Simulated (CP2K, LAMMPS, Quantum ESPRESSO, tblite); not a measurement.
**Glassy B2O3 (150 atoms) in tblite**

Wanted: tblite inputs and outputs for glassy B2O3 (150 atoms), checked against a plane-wave reference.

Calculated with tblite 0.8.0; the method is named at each step.

## Step 1: The starting structure

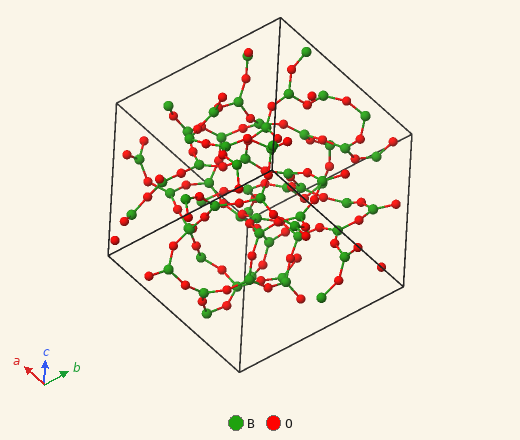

The cell as given, from a free direction (boron green, oxygen red). Bonds to atoms that aren't drawn are left out. Some periodic images of atoms are drawn too.

The cell holds 150 atoms: 60 B and 90 O. Cell: a = 12.043 Å, b = 12.043 Å, c = 12.043 Å, α = 90.0°, β = 90.0°, γ = 90.0°. 150 atoms (60 B, 90 O) placed at random at 1.93 g/cm³, melted at 3000 K for 20 ps at fixed volume with the Buckingham and Coulomb pair potential of Guillot and Sator (Geochim. Cosmochim. Acta 71, 1249 (2007)) with the boron terms of Wang et al. (J. Non-Cryst. Solids 498, 294 (2018)). Quenched from 3000 K to 300 K at 100 K/ps and fixed volume, held 10 ps at zero pressure.

The yardstick, on the same geometry:

```
method                                           : Kohn-Sham DFT, PBE, SSSP efficiency 1.3.0 pseudopotentials, plane waves (Quantum ESPRESSO 7.5); sssp-pbe-1.3.0-efficiency, cutoffs 60/480 Ry, Γ point
r.m.s. force component                           : 0.953 eV/Å
longest force                                    : 4.963 eV/Å
pressure                                         : -10.46 GPa
gap (highest filled to lowest empty level) : 2.281 eV
time                                             : 5.6 min on 4 MPI ranks of Arm Neoverse V1, shared host
CPU time                                         : 22 min
```

## Step 2: GFN1-xTB

Method: GFN1-xTB tight binding, diagonalisation.

run.py reads:

```python
import numpy as np
from ase.io import read
from tblite.ase import TBLite

atoms = read("structure.xyz")
atoms.calc = TBLite(method="GFN1-xTB", electronic_temperature=580, accuracy=1.0, max_iterations=250, mixer_damping=0.4, verbosity=1)
energy = atoms.get_potential_energy()
forces = atoms.get_forces()
print(f"energy {energy:.6f} eV")
print("forces (eV/A)")
for i, (a, f) in enumerate(zip(atoms, forces)):
    print(f"{i:4d} {a.symbol:2s} {f[0]:10.5f} {f[1]:10.5f} {f[2]:10.5f}")
stress = -atoms.get_stress(voigt=False) * 160.21766
print("stress (GPa, compression positive)")
for row in stress:
    print(" ".join(f"{x:10.4f}" for x in row))
print("charges (e)")
print(np.array2string(atoms.get_charges(), precision=4, suppress_small=True, max_line_width=110, threshold=100000))
```

structure.xyz reads:

```xyz
150
Lattice="12.04324 0.00000 0.00000 0.00000 12.04324 0.00000 0.00000 0.00000 12.04324" Properties=species:S:1:pos:R:3 pbc="T T T"
B 10.56855 2.50174 5.53242
B 4.83235 4.84283 5.76317
B 5.32721 7.47283 7.42442
B 5.43668 1.67714 1.16831
B 0.75921 10.11644 10.77015
B 2.90025 6.39327 4.93135
B 11.91498 3.81963 9.78068
B 8.94993 8.74568 7.57146
B 2.21824 5.04648 2.60772
B 11.07629 6.55610 8.39149
B 7.85749 6.35233 7.29170
B 9.34026 6.88127 10.33864
B 11.55067 5.20292 1.91548
B 4.52994 4.28209 1.44146
B 8.51120 9.93074 9.90135
B 4.30317 0.34528 5.58252
B 2.42539 8.93741 4.33207
B 8.28081 2.80668 3.37885
B 0.24942 5.68429 11.53237
B 6.55538 9.25511 1.34427
B 9.37747 9.58895 5.11163
B 11.42530 7.91000 4.65050
B 2.35650 1.50613 4.12348
B 2.51595 9.66338 1.76566
B 10.78448 8.63043 11.89041
B 11.94870 5.59023 6.15482
B 6.97701 3.69282 11.14108
B 3.32044 0.15909 2.01544
B 8.13087 1.24623 1.19746
B 6.35522 10.68356 10.98885
B 8.27623 8.03332 2.91663
B 2.06542 7.67841 0.00132
B 3.14895 9.78369 9.79537
B 2.66601 2.17898 11.16059
B 0.98104 8.25648 7.99382
B 4.46443 7.78403 10.98669
B 8.91995 3.80759 7.42972
B 9.50934 11.95015 11.32040
B 0.12934 0.62914 7.09371
B 5.91118 2.02230 9.30364
B 6.76397 6.31680 10.91298
B 4.11602 2.98287 7.47945
B 1.34692 2.86436 7.64541
B 5.30131 8.54793 3.45292
B 5.61323 5.77786 3.44750
B 0.75427 3.52554 4.90545
B 9.32990 3.15135 10.10717
B 10.17509 0.34022 8.84275
B 3.05754 6.53081 8.56708
B 4.14203 12.03674 10.32021
B 4.90365 9.70709 5.90974
B 11.81297 11.80599 2.23631
B 2.12599 4.67844 10.34538
B 1.10063 10.37609 6.21070
B 9.18201 5.40103 3.08211
B 0.64407 0.54568 11.86307
[... 90 atom lines left out ...]
O 3.15798 4.54416 1.71688
O 5.37550 5.11657 2.21270
O 6.94702 1.19180 8.80734
O 9.60316 10.98753 4.70951
```

The run is started by

```bash
$ OMP_NUM_THREADS=1 python run.py > output.txt
```

The program printed:

```text
------------------------------------------------------------
  cycle        total energy    energy error   density error
------------------------------------------------------------
      1     -495.7539544392  -4.9812391E+02   1.0168937E+00
      2     -514.5328026204  -1.8778848E+01   4.6535157E-01
      3     -514.5633331759  -3.0530556E-02   2.4054863E-01
      4     -514.5459415962   1.7391580E-02   2.8621623E-02
      5     -514.5761080391  -3.0166443E-02   6.2885158E-03
      6     -514.5774975799  -1.3895408E-03   1.9529465E-03
      7     -514.5776402780  -1.4269806E-04   3.5317909E-04
      8     -514.5776451291  -4.8511284E-06   2.0989661E-05
      9     -514.5776451422  -1.3105364E-08   1.0196242E-05
------------------------------------------------------------
 total:                                   3.667 sec
energy -14002.370941 eV
forces (eV/A)
   0 B    -1.56866    0.43763    0.32846
   1 B    -1.28067    0.29092   -1.34685
   2 B     1.02598    0.28616   -0.88057
   3 B    -0.47718    0.72240    0.94845
   4 B    -1.20370   -0.32504    0.62680
   5 B     1.42048    0.44751   -1.02591
   6 B    -1.36179   -2.57145   -0.89944
   7 B    -1.08371    0.33090   -1.90361
   8 B    -0.28731    1.03076    0.26120
   9 B     0.44748    0.50722   -0.08913
  10 B     0.10907    0.12183   -0.26003
  11 B     0.64690    0.87186    0.31570
  12 B     1.11678    0.77395    0.60200
  13 B     0.03835   -1.02918    3.35644
  14 B    -0.07024    0.98424   -0.21120
  15 B     1.43304   -1.28991   -1.42276
  16 B    -1.13981   -0.00606    1.07361
  17 B    -0.89764    0.13193   -0.20723
  18 B    -0.12277    1.76115    3.66333
  19 B     0.99225   -0.06670   -0.28037
  20 B     1.10324   -0.59042   -1.50806
  21 B     0.00712    1.19207    0.39525
  22 B     1.18715    0.59761   -0.00163
  23 B     0.27078    0.32580    0.62247
[...]
142 O    -0.27827    0.26474   -0.34571
 143 O     0.20318   -0.55141   -0.84486
 144 O     0.51044   -0.04567   -0.23525
 145 O     0.38873   -0.40629   -1.68805
 146 O    -0.35775   -0.49671   -0.87815
 147 O     0.40236    0.09076    0.24298
 148 O    -0.63445    0.44903    0.43973
 149 O     0.76493    2.20741   -0.14465
stress (GPa, compression positive)
   -8.8588     1.3837     1.7244
    1.3837   -12.0080     0.2058
    1.7244     0.2058    -8.6362
charges (e)
[ 0.6785  0.683   0.6899  0.6893  0.6794  0.6798  0.7083  0.6696  0.6772  0.6752  0.6734  0.686   0.683
  0.6808  0.6774  0.6743  0.6905  0.6829  0.703   0.6638  0.6893  0.6615  0.6831  0.6968  0.685   0.6753
  0.7045  0.6821  0.6842  0.6788  0.6531  0.6942  0.6913  0.6938  0.686   0.6872  0.6789  0.6816  0.6957
  0.6914  0.6929  0.6819  0.6992  0.689   0.6887  0.6892  0.6932  0.6853  0.6965  0.689   0.6877  0.6751
  0.7174  0.695   0.675   0.6832  0.6905  0.66    0.6832  0.6789 -0.4435 -0.4653 -0.3313 -0.4675 -0.437
 -0.4565 -0.4605 -0.4385 -0.4484 -0.4726 -0.4732 -0.4626 -0.4281 -0.444  -0.4591 -0.4434 -0.4553 -0.4466
 -0.4784 -0.4531 -0.4646 -0.4726 -0.4536 -0.4353 -0.4179 -0.4531 -0.4383 -0.456  -0.4726 -0.4238 -0.4599
 -0.4684 -0.4469 -0.4609 -0.4898 -0.4462 -0.4604 -0.4436 -0.4584 -0.4721 -0.4264 -0.4636 -0.4231 -0.4347
 -0.4488 -0.4545 -0.4586 -0.5224 -0.4825 -0.4574 -0.4508 -0.4522 -0.4737 -0.464  -0.4434 -0.4547 -0.45
 -0.4632 -0.4544 -0.4654 -0.4584 -0.4361 -0.4673 -0.5348 -0.4466 -0.4755 -0.4503 -0.4649 -0.4492 -0.435
 -0.4595 -0.4675 -0.4752 -0.4947 -0.4493 -0.4655 -0.4574 -0.4204 -0.4889 -0.4555 -0.4433 -0.4633 -0.4657
 -0.4411 -0.4696 -0.4531 -0.4739 -0.4659 -0.4618 -0.4974]
```

Elapsed: 4.4 s, on 1 thread of Arm Neoverse V1, shared host; peak memory 0.14 GiB.

Banners, paths, timers and routine set-up lines are dropped from the logs unmarked, and long logs keep their key lines alone; longer cuts are marked.

Numbers from this run, and their distance from the reference:

```
r.m.s. force component                  : 0.8684 eV/Å
r.m.s. difference of force components   : 241.1 meV/Å
longest difference of force vectors     : 974.3 meV/Å
force difference over r.m.s. force      : 25.3 %
slope of forces against the reference's : 0.8832
correlation of force components         : 0.9692
pressure                                : -9.834 GPa
pressure difference                     : 0.6277 GPa
```

Length of the force difference by element (eV/Å):

```
element  atoms  mean  most
      B     60  0.48  0.97
      O     90  0.31  0.69
```

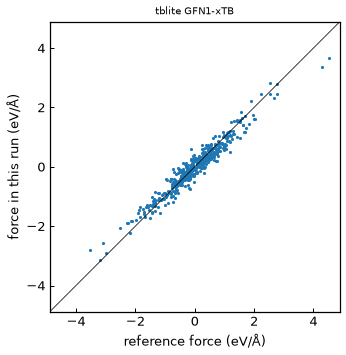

Force components against those of the reference; the line marks equality.

A closer look about O63, whose charge lies farthest from its element's mean: 10 atoms, nearest first, numbered in the order of the input, with positions taken from that point.

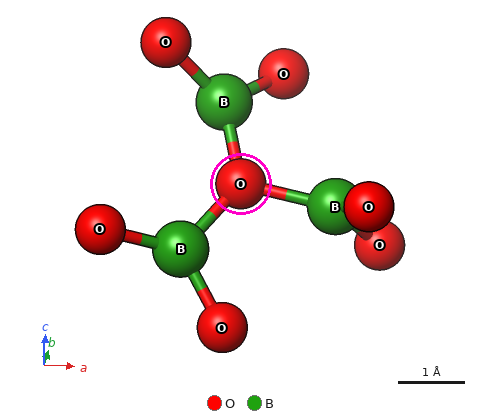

The atoms of the table, within 2.5 Å (arrows a, b, c point along x, y, z); some may hide others; the central atom is ringed.

```
atom      x      y      z  distance (Å)  Mulliken charge (e)     Fx     Fy  Fz (eV/Å)
 O63   0.00   0.00   0.00          0.00                -0.33  -0.32   0.11      -0.10
 B19  -0.41   0.94   0.96          1.40                 0.70  -0.12   1.76       3.66
  B7  -0.78  -0.93  -0.79          1.45                 0.71  -1.36  -2.57      -0.90
 B53   1.47  -0.07  -0.23          1.49                 0.72   2.46  -1.20      -1.81
O110  -0.05  -1.34  -1.86          2.29                -0.46  -0.01   0.35       0.26
 O66   0.36   2.08   1.07          2.37                -0.46  -0.07  -0.17       0.14
 O94  -1.30   0.60   1.98          2.44                -0.46   0.60   0.05      -1.33
O101   2.11  -1.22   0.23          2.44                -0.43  -0.36   1.18      -0.45
O103   2.08   0.79  -1.11          2.49                -0.42  -0.62  -1.72       1.86
O130  -1.96  -1.52  -0.36          2.51                -0.43   1.54   1.51       0.47
```

Atoms are counted from 1 here, from 0 in the log.

Forces lie 25 % from the reference's, at 0.0033 times its CPU time (on 1 against 4 cores).

## Step 3: What came out

```
force difference from the reference : tblite GFN1-xTB, 25 %
its CPU time                        : 4.4 s
```

In words: Tight binding differs by 25 % (tblite GFN1-xTB); it is another model, with fitted parameters of its own, and the xTB methods hold dispersion. One electronic-structure run takes under half the reference's CPU time: tblite GFN1-xTB, at 25 % in 4.4 s against 22 min. Periodic xTB results under one method name differ between programs and library versions. The reference's pressure holds the uncorrected Pulay stress of its 60 Ry basis, so small pressure differences, and their order, may be the reference's own error. The quench rate of 100 K/ps is many orders above laboratory rates, so the cell is likely richer in defects and strain than a real sample. The network of bonds at the start is that of the classical potential that made the cell, and needn't be the one that DFT or experiment would give. The reference's stress is far from hydrostatic: its diagonal is -9.4, -12.6, -9.4 GPa, compression counted positive. The electronic-structure runs sample only Γ, in a cell whose shortest periodic width is 12 Å.

[Also dropped from logs without a mark: logging warnings of Python, and SIESTA's first energy breakdown and zero terms.]

[Logs are printed without paths, hosts, clocks, repeated set-up lines and the standing remarks that a program may print on its own settings, such as how far it seeks lower states.]

[Hosts, paths, dates, database ids (printed as entryN), source tags and the programs' standing remarks are cut or masked in the printed files.]
